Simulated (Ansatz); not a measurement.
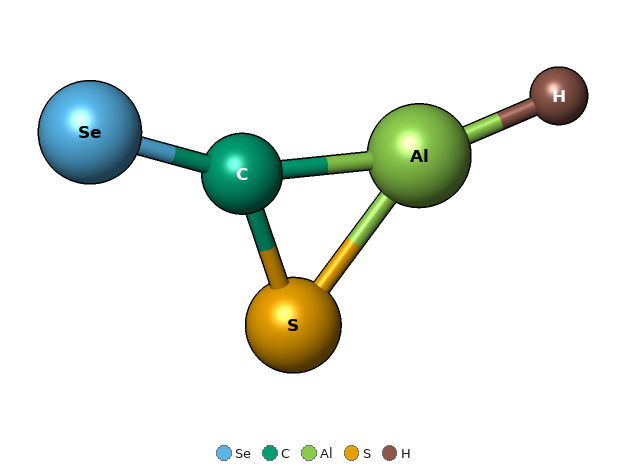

The computed structure is the end point of a PBE0-D4/def2-TZVP optimisation. Properties computed with RKS ωB97M-V/def2-TZVPP (Ansatz 0.2.0).

Give the HOMO energy (Kohn–Sham orbital) at this level.

−7.73 eV.

Give the HOMO–LUMO gap at this level.

6.99 eV.

Estimate the dipole moment.

4.29 D.
